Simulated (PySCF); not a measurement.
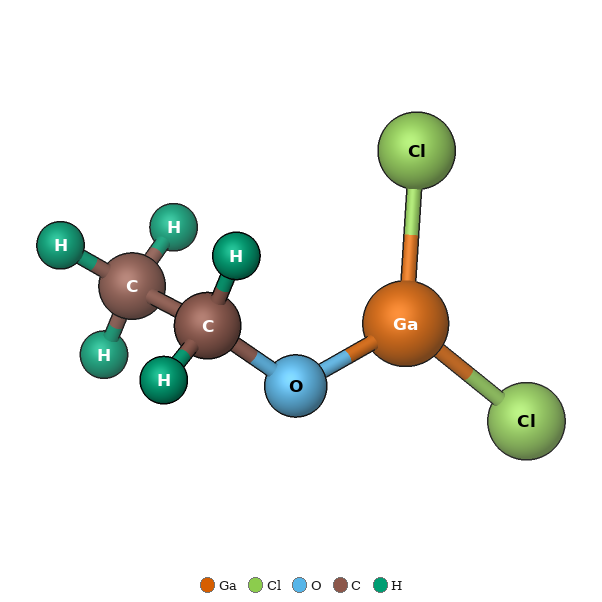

A ball-and-stick model of a molecule. Every bond is drawn as one stick, whatever its order.

The geometry was computed by an optimisation with PBE0-D3(BJ)/def2-SVP. No frequency run is at hand to confirm it as a minimum.

Question: What is the molecular formula?

Answer: C2H5Cl2GaO, 11 atoms: 2 carbon, 5 hydrogen, 2 chlorine, 1 gallium and 1 oxygen.

Question: Count the bonded pairs by element.

Answer: 5 C–H, 2 Cl–Ga, 1 C–C, 1 C–O, 1 Ga–O.

Question: Which point group does it belong to?

Answer: C1.

Question: What is its SMILES?

Answer: CC[O][Ga]([Cl])[Cl]

The parts below concern this one geometry. Atoms keep their numbers from picture to picture.

## Geometry

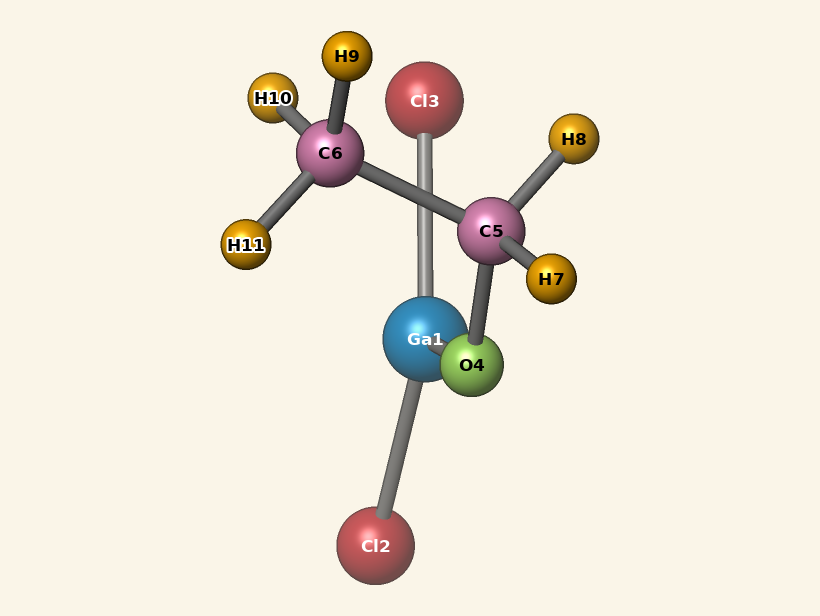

Ga1 lies behind O4. The molecule seen a little off the O4–Ga1 bond, O4 in front. Depth is shown by fading: the farther an atom, the more it takes the colour of the background. No frequency run is at hand to confirm it as a minimum.

Question: What is the torsion angle C5–O4–Ga1–Cl2? The sign is positive where the front bond must turn clockwise to cover the back bond.

Answer: −174°, antiperiplanar (anti).

## Polarisability

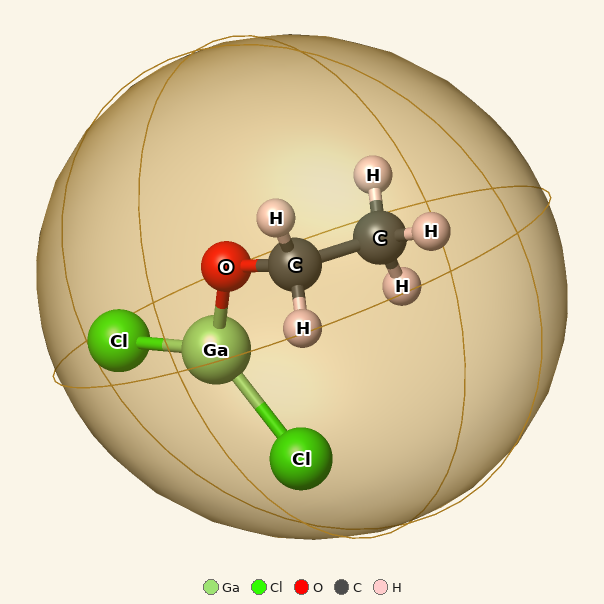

The ellipsoid shows the static dipole polarisability: its half-axes are proportional to the principal values. No frequency run is at hand to confirm it as a minimum. Level of theory: ωB97X-D/def2-SVPD (PySCF 2.14.0).

Question: How large and how anisotropic is the polarisability?

Answer: Principal values 65.3, 81.7, 95.4 bohr³; mean 80.8 bohr³ (11.98 Å³); anisotropy 26.1 bohr³, so the longest axis is 1.46 times the shortest.

## Core levels

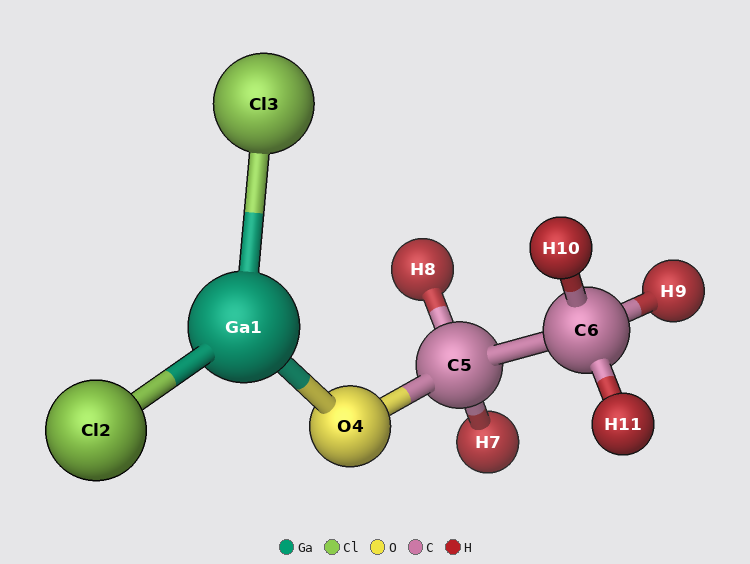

No frequency run is at hand to confirm it as a minimum. Level of theory: delta-SCF UKS SCAN, pcX-2 on the ionised atom (unc-x2c-TZVPall on a metal), pcseg-1 elsewhere, spin-free X2C (PySCF 2.14.0).

Give the core-electron binding energies (to vacuum; p and d levels without spin–orbit splitting) of Cl2 1s, Cl2 2p, O4 1s, C5 1s, C6 1s.

```json
{"atom": "Cl2", "level": "1s", "binding energy (eV)": "2828.7"}
{"atom": "Cl2", "level": "2p", "binding energy (eV)": "206.7"}
{"atom": "O4", "level": "1s", "binding energy (eV)": "537.9"}
{"atom": "C5", "level": "1s", "binding energy (eV)": "292.4"}
{"atom": "C6", "level": "1s", "binding energy (eV)": "291.0"}
```

## Excitation

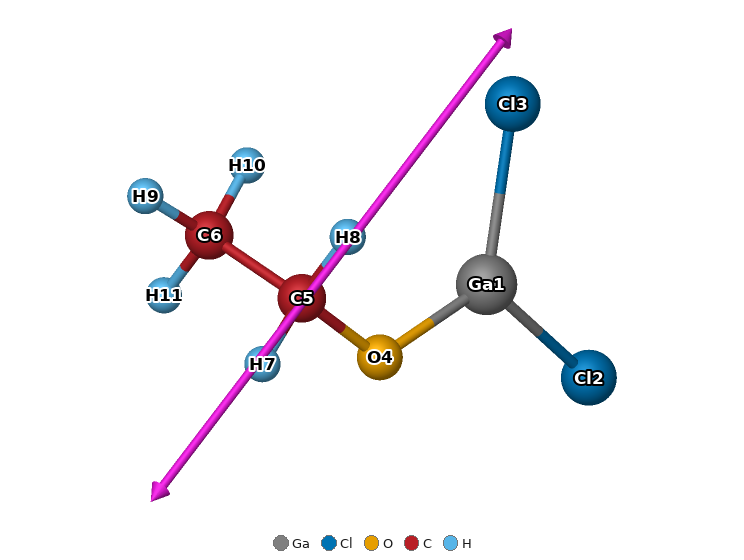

The double arrow shows the direction of the transition dipole to excited singlet state 2 (its length means nothing). No frequency run is at hand to confirm it as a minimum. Properties computed with TDDFT ωB97X-D/def2-SVPD, vertical, gas phase, core orbitals frozen in the response (PySCF 2.14.0).

Question: Give its energy, strength and character.

Answer: 6.27 eV (198 nm), oscillator strength 0.032, mainly HOMO−1 → LUMO (weight 0.72); transition dipole 1.15 D.
